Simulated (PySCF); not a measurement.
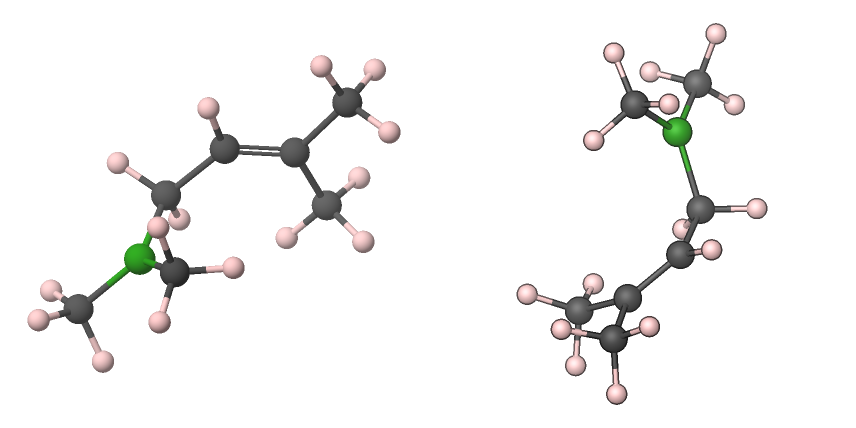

Both panels show the same species. Colours: carbon dark grey, boron green, hydrogen pink.

The geometry was computed by an optimisation with PBE0-D3(BJ)/def2-SVP. No frequency run is at hand to confirm it as a minimum.

Which formula does it have?

C₇H₁₅B, 23 atoms: 7 carbon, 15 hydrogen and 1 boron.

Does it have rings?

It has no ring.

What is the point group of this geometry?

C1.

How many bonds of each kind are drawn?

15 C–H, 4 C–C, 3 C–B.

Name functional groups in it.

Among them: alkene.

More results for the same structure follow; atom numbers are the same in all pictures, views and colours differ.

### Charges

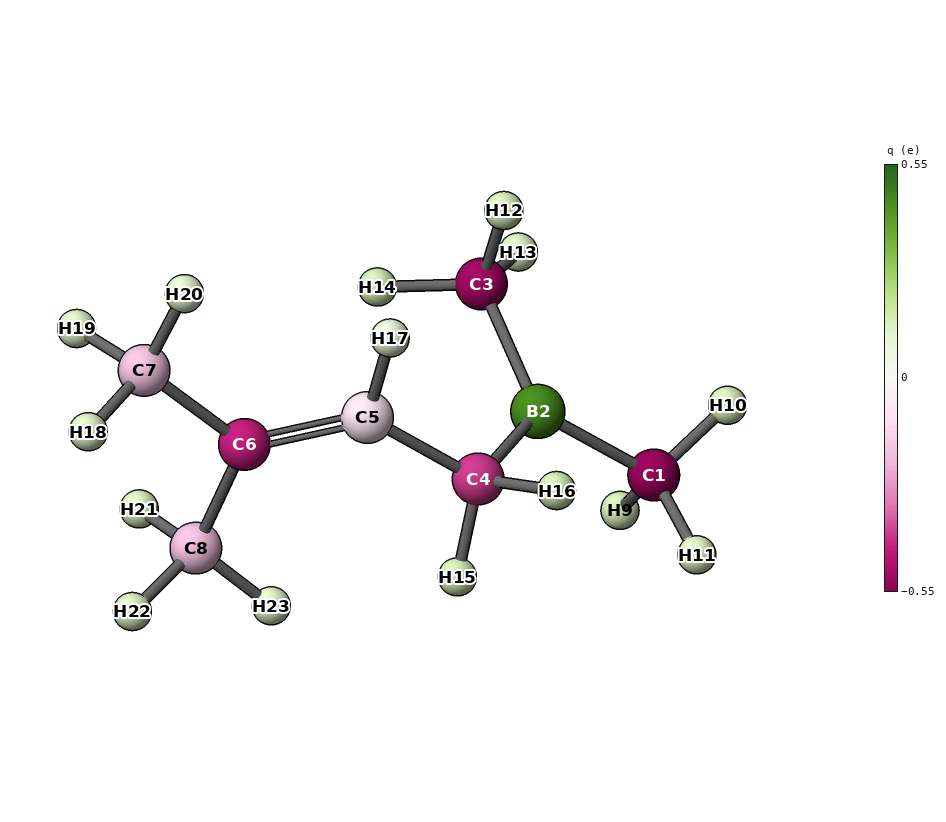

Atoms are coloured by their Mulliken charges. No frequency run is at hand to confirm it as a minimum. Method: PBE0/pcSseg-1, gas phase (PySCF 2.14.0).

Give the Mulliken charges atom by atom.

```
atom  value (e)
  C1      −0.52
  B2       0.44
  C3      −0.50
  C4      −0.40
  C5      −0.08
  C6      −0.43
  C7      −0.18
  C8      −0.18
  H9       0.14
 H10       0.13
 H11       0.12
 H12       0.14
 H13       0.12
 H14       0.14
 H15       0.14
 H16       0.14
 H17       0.08
 H18       0.12
 H19       0.12
 H20       0.11
 H21       0.12
 H22       0.12
 H23       0.11
```

### Electronic properties

No frequency run is at hand to confirm it as a minimum. Level of theory: ωB97X-D/def2-SVPD, gas phase (PySCF 2.14.0). Excitations: vertical, linear response.

What does the calculation give?

- dipole moment: 0.21 D
- HOMO energy (Kohn–Sham orbital): −8.17 eV
- LUMO energy (Kohn–Sham orbital): 1.70 eV
- HOMO–LUMO gap: 9.88 eV
- mean static polarisability: 101.9 bohr³
- lowest vertical singlet excitation: 5.56 eV
- its oscillator strength: 0.006
- brightest of the 10 lowest singlets: 6.82 eV
- its oscillator strength: 0.44

### Core levels

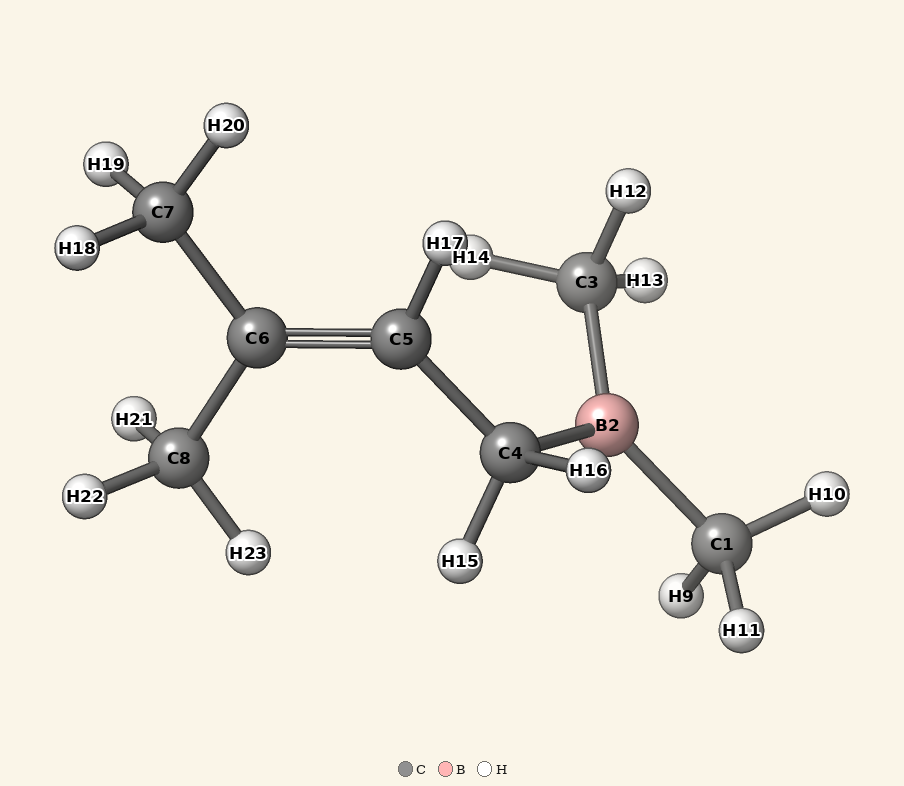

No frequency run is at hand to confirm it as a minimum. Properties computed with delta-SCF UKS SCAN, pcX-2 on the ionised atom, pcseg-1 elsewhere, spin-free X2C (PySCF 2.14.0).

Give the core-electron binding energies (to vacuum) of C1 1s, B2 1s, C4 1s, C5 1s, C6 1s, C7 1s, C8 1s.

```
atom  level  binding energy (eV)
  C1     1s                289.8
  B2     1s                195.2
  C4     1s                289.7
  C5     1s                289.5
  C6     1s                289.8
  C7     1s                290.4
  C8     1s                290.4
```

Mulliken values depend strongly on the basis set and can even reverse the polarity of a bond.
